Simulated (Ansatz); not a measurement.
# CH7NOSi: how energies converge with the basis set

Aim: see how fast density functionals converge with the basis set for CH7NOSi.

Program: Ansatz 0.2.0, Gaussian basis. Level of theory: one geometry, several basis sets. These are calculated values, not measurements.

The runs, in order: PBE0-D4/def2-SVP; ωB97M-V/def2-SVP; PBE0-D4/def2-QZVPP; ωB97M-V/def2-QZVPP; the functionals' def2-TZVPP values are taken from earlier runs.

## (1) The geometry

All runs share one geometry, relaxed beforehand with PBE0-D4 in a triple-zeta def2 set.

11 atoms, charge 0, spin multiplicity 1.

Atoms are counted from 1 here; the program's logs count them from 0.

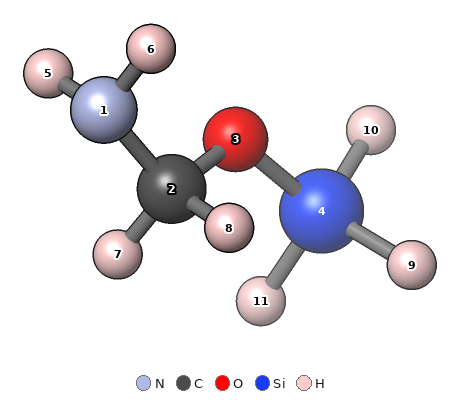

The geometry (nitrogen light blue, carbon dark grey, oxygen red, silicon blue, hydrogen pink); atoms are numbered from 1 in the order of the file.

As a file:

```xyz
11
CH7NOSi
N    -1.7965    1.0998   -0.2236
C    -0.8621    0.1654    0.2873
O     0.3806    0.1893   -0.4161
Si    1.6488   -0.7853   -0.0399
H    -2.0098    0.9107   -1.1943
H    -1.4430    2.0453   -0.1558
H    -1.2926   -0.8401    0.2166
H    -0.6780    0.3909    1.3441
H     2.1060   -0.5548    1.3599
H     2.7351   -0.4551   -0.9909
H     1.2770   -2.2232   -0.1667
```

## (2) PBE0-D4 in def2-SVP

Contents of in.yaml:

```yaml
crystal:
  periodic: [false, false, false]
  atoms:
    - {symbol: N, position_ang: [-1.796538, 1.099788, -0.223611]}
    - {symbol: C, position_ang: [-0.862140, 0.165416, 0.287346]}
    - {symbol: O, position_ang: [0.380620, 0.189302, -0.416064]}
    - {symbol: Si, position_ang: [1.648801, -0.785325, -0.039914]}
    - {symbol: H, position_ang: [-2.009751, 0.910716, -1.194332]}
    - {symbol: H, position_ang: [-1.443043, 2.045281, -0.155839]}
    - {symbol: H, position_ang: [-1.292583, -0.840115, 0.216606]}
    - {symbol: H, position_ang: [-0.678049, 0.390904, 1.344073]}
    - {symbol: H, position_ang: [2.106038, -0.554796, 1.359902]}
    - {symbol: H, position_ang: [2.735138, -0.455108, -0.990859]}
    - {symbol: H, position_ang: [1.277007, -2.223162, -0.166708]}
basis:
  gaussian: {orbitals: def2-SVP}
hamiltonian: {xc: pbe0, dispersion: d4}
output: {orbitals: {seedname: orbitals}}
```

On the command line:

```bash
$ ansatz run in.yaml --threads 2 --pin off --events-out ev --progress --plain --max-ram 4352MiB
```

The runs that follow: ωB97M-V in def2-SVP; PBE0-D4 in def2-QZVPP; ωB97M-V in def2-QZVPP.

Q: Predict the results of all the runs planned. Wanted: PBE0-D4: double and triple zeta above quadruple; ωB97M-V: double and triple zeta above quadruple.

**Answer**, as computed:

| quantity | value |
| --- | --- |
| PBE0-D4: double and triple zeta above quadruple | 8.96, 0.56 eV |
| ωB97M-V: double and triple zeta above quadruple | 9.16, 0.52 eV |

**Reading.** PBE0-D4 gains 8.41 eV from double to triple zeta, then 0.56 eV more. Total energies overstate the basis error of differences, where much of it tends to cancel. The LUMO of ωB97M-V is positive and keeps falling with the basis (2.83 to 1.53 eV): an unbound level that the basis holds in place.
